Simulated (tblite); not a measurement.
## Run report: C4H11BClSi, frequency calculation

System: C4H11BClSi, multiplicity 2, SMILES CBC[SiH2]C[CH]Cl.
Method: GFN2-xTB harmonic vibrations, gas phase (tblite 0.8.0).

It belongs to a series of runs on one base structure; here: H removed from sp3 C.

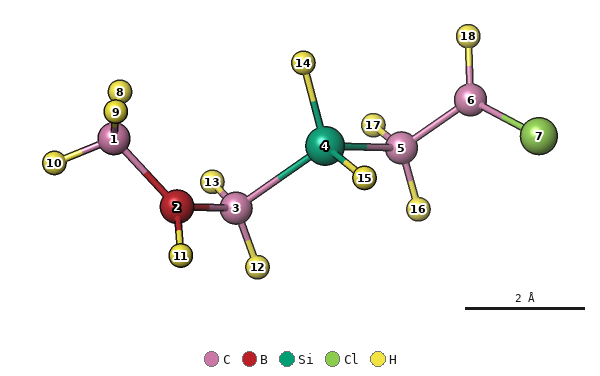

*The structure (ball-and-stick view, seen at a tilt; atoms are numbered from 1 in the order of the input).*

### Input file
```
{"job": {"kind": "ir", "xc": "GFN2-xTB", "basis": "xTB"}, "charge": 0, "multiplicity": 2}
C     -3.069060     0.022978    -0.379092
B     -1.945355    -0.990687     0.049454
C     -0.594568    -1.052630    -0.714369
Si     0.549759     0.241452     0.102028
C      2.267220     0.171271    -0.813728
C      3.190112     1.157461    -0.270634
Cl     3.928234     0.848742     1.235210
H     -2.770121     0.713319    -1.164491
H     -3.418357     0.610903     0.468787
H     -3.943987    -0.519490    -0.738720
H     -2.118962    -1.680599     0.982705
H     -0.100096    -2.021459    -0.651528
H     -0.681358    -0.789772    -1.768428
H      0.027458     1.605787    -0.049643
H      0.792606    -0.043809     1.518669
H      2.668735    -0.835145    -0.699377
H      2.114520     0.365360    -1.874581
H      3.094462     2.202635    -0.508679
```

The first line tells a small driver script what to run in tblite; the rest is the geometry in Å.

Machine: 1 CPU thread, shared host.

Launched with:
```bash
OMP_NUM_THREADS=1 python <driver script> task.json out
```

### Output
```
mode    cm-1     km/mol
  1      30.3      0.14
  2      39.6      0.29
  3      59.3      0.41
  4      74.7      1.49
  5      94.4      0.19
  6     117.7      2.50
  7     187.1      0.09
  8     231.5      0.87
  9     332.7      0.97
 10     360.9      2.61
 11     433.1     34.66
 12     485.3    114.13
 13     574.1      0.51
 14     608.9      1.87
 15     637.4     24.57
 16     700.8     21.87
 17     709.9     17.40
 18     717.5    278.34
 19     763.4     22.53
 20     769.4    167.19
 21     808.6      0.75
 22     827.0     34.97
 23     837.5    191.21
 24     932.9     55.12
 25    1011.7     29.86
 26    1073.2     24.28
 27    1082.1    162.51
 28    1092.5    100.14
 29    1158.6     24.52
 30    1175.1      3.69
 31    1200.1    295.07
 32    1249.1     58.46
 33    1385.9     36.42
 34    1437.8      4.40
 35    1458.8      1.21
 36    1488.7      1.72
 37    1498.1      3.49
 38    2222.8    310.88
 39    2255.1    197.31
 40    2613.5    162.87
 41    2979.6      7.18
 42    2981.4     14.64
 43    2986.7     47.77
 44    2988.0     26.86
 45    2996.8     28.07
 46    3015.8     31.69
 47    3031.9     40.37
 48    3089.9     15.30
```

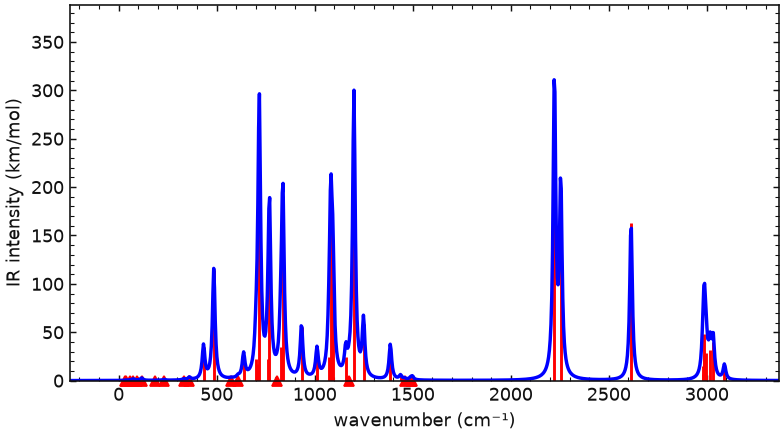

*Harmonic infrared spectrum, unscaled: sticks (degenerate modes added up, dark ones marked on the axis) with a Lorentzian envelope of 16 cm⁻¹ full width, scaled to the tallest stick.*

48 modes from 30 to 3090 cm⁻¹, none imaginary. The strongest line is at 2223 cm⁻¹ (311 km/mol).

### Summary

- outcome: converged
- total energy: −587.7676 eV
- zero-point energy: 84.0690 kcal/mol
- wall time: 0.58 s
- peak memory: 0.18 GiB
